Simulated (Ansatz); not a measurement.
# PBE0/6-31G(d) (spherical functions) run of GaNH2ClF (SMILES [NH2][Ga]([F])[Cl])

What is the vertical ionisation energy of GaNH2ClF at PBE0/6-31G* (spherical functions)? 

The calculation is run with Ansatz 0.2.0.

128 further runs of the same task are left out: 128 set aside as unsound or not needed.

## (1) The structure to begin with

GaNH2ClF: 6 atoms, total charge 0, spin state singlet. As SMILES, `[NH2][Ga]([F])[Cl]`. Geometry: relaxed at PBE0-D4/def2-TZVP.

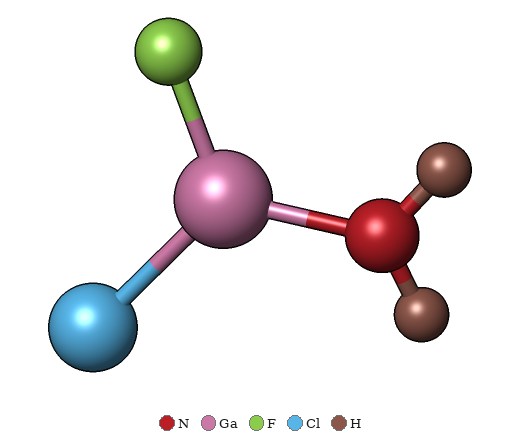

The structure, seen from a chosen angle (nitrogen red, gallium pink, fluorine green, chlorine blue, hydrogen brown).

## (2) A single-point energy at PBE0/6-31G(d) (spherical functions)

Contents of job.yaml:

```yaml
crystal:
  periodic: [false, false, false]
  atoms:
    - symbol: "N"
      position_ang: [-0.193400, 1.027000, -0.045900]
    - symbol: Ga
      position_ang: [0.233000, -0.711000, 0.012900]
    - symbol: F
      position_ang: [1.569300, -1.221300, 1.009300]
    - symbol: Cl
      position_ang: [-0.740100, -2.208600, -1.123700]
    - symbol: H
      position_ang: [0.201900, 1.691500, 0.596800]
    - symbol: H
      position_ang: [-1.028600, 1.358600, -0.495600]
basis:
  gaussian:
    orbitals: 6-31G_st_-spherical.json
hamiltonian:
  xc: {name: PBE0}
accuracy: high
output: {orbitals: {seedname: orbitals}}
```

The basis set 6-31G* is read from a file made from the Basis Set Exchange's data (not shown).

On the command line:

```console
$ ansatz run job.yaml --threads 1 --pin off --max-ram 3480MiB --events-out events.jsonl --progress --plain --runs-dir runs
```

The log of the run:

```text
Warning: RAYON_NUM_THREADS=1 ignored (pool sized by the plan → 1); use --threads N
Functional definition: PBE0
  name "PBE0"
  parameter a = 0.25
  parameter kappa = 0.804
  parameter beta = 0.06672455060314922
  exchange = (1 - a)*pbe_x(kappa = kappa, mu = beta*pi^2/3) + a*exact_x
  correlation = pbe_c(beta = beta)
1713 factors; integrals over basis functions are off by at most 4.7e-9 eV
mean field evaluation 1: about -69112.2092 eV, gradient 6.3e1 eV
mean field evaluation 2: about -69097.4612 eV, gradient 1.0e2 eV
mean field evaluation 4: about -69119.4302 eV, gradient 5.0e0 eV
mean field evaluation 8: about -69119.5986 eV, gradient 2.4e-1 eV
mean field evaluation 16: about -69119.5986 eV, gradient 2.0e-5 eV
mean field -69119.59864625 eV, -2540.0983993030 hartree, gradient 1.3e-8 eV, S^2 0.000000; 0 other end points of the search recorded, 0 dependent functions left out
reference -69119.59864968 eV, -2540.0983994290 hartree; 33, 33 occupied and 49, 49 virtual orbitals, 1713 factors
Total energy: -69119.59864968 eV, -2540.0983994290 hartree
```

Wall time 8.1 s (1 thread of Arm Neoverse V1, shared host); peak memory 0.28 GiB.

## (3) The doublet cation at the same level

Contents of run.yaml:

```yaml
basis:
  gaussian:
    orbitals: 6-31G_st_-spherical.json
crystal:
  periodic: [false, false, false]
  atoms:
    - {symbol: "N", position_ang: [-0.193400, 1.027000, -0.045900]}
    - {symbol: Ga, position_ang: [0.233000, -0.711000, 0.012900]}
    - {symbol: F, position_ang: [1.569300, -1.221300, 1.009300]}
    - {symbol: Cl, position_ang: [-0.740100, -2.208600, -1.123700]}
    - {symbol: H, position_ang: [0.201900, 1.691500, 0.596800]}
    - {symbol: H, position_ang: [-1.028600, 1.358600, -0.495600]}
output: {orbitals: {seedname: orbitals}}
accuracy: high
magnetization:
  spin_polarized: true
  initial_magnetization: 1
hamiltonian:
  xc: {name: PBE0}
total_charge: 1
```

The basis set 6-31G* is read from a file made from the Basis Set Exchange's data (not shown).

On the command line:

```console
$ ansatz run run.yaml --threads 1 --pin off --max-ram 3480MiB --events-out events.jsonl --progress --plain --runs-dir runs
```

The log of the run, cut to the lines that bear on the results:

```text
Warning: RAYON_NUM_THREADS=1 ignored (pool sized by the plan → 1); use --threads N
[... 7 set-up lines as earlier in the session ...]
1713 factors; integrals over basis functions are off by at most 4.7e-9 eV
mean field evaluation 1: about -69091.2983 eV, gradient 6.6e1 eV
mean field evaluation 2: about -69010.8687 eV, gradient 1.4e2 eV
mean field evaluation 4: about -69103.3854 eV, gradient 3.0e1 eV
mean field evaluation 8: about -69109.0661 eV, gradient 1.1e0 eV
mean field evaluation 16: about -69109.2062 eV, gradient 4.6e-2 eV
mean field evaluation 32: about -69109.2065 eV, gradient 1.2e-5 eV
mean field -69109.20653712 eV, -2539.7164963364 hartree, gradient 5.2e-8 eV, S^2 0.757574; 4 other end points of the search recorded, 0 dependent functions left out
reference -69109.20654068 eV, -2539.7164964673 hartree; 33, 32 occupied and 49, 50 virtual orbitals, 1713 factors
Total energy: -69109.20654068 eV, -2539.7164964673 hartree
```

Run time: 24 s. Hardware: 1 thread of Arm Neoverse V1, shared host; peak memory 0.43 GiB.

## (4) Outcome

Level: PBE0/6-31G* (spherical functions).

```
                                          quantity           value
                    singlet GaNH2ClF: total energy  -2540.09840 Eh
                     singlet GaNH2ClF: HOMO energy        -7.98 eV
                     singlet GaNH2ClF: LUMO energy        -1.08 eV
                   singlet GaNH2ClF: HOMO–LUMO gap         6.90 eV
                      doublet cation: total energy  -2539.71650 Eh
doublet cation: HOMO energy (highest over α and β)       -14.62 eV
 doublet cation: LUMO energy (lowest over α and β)       -12.73 eV
                              doublet cation: ⟨S²⟩           0.758
vertical ionisation energy (to the doublet cation)       10.392 eV
```

The vertical ionisation energy comes to 10.39 eV (1003 kJ/mol). −ε(HOMO) before ionisation, 7.98 eV, is 2.41 eV below this ionisation energy.
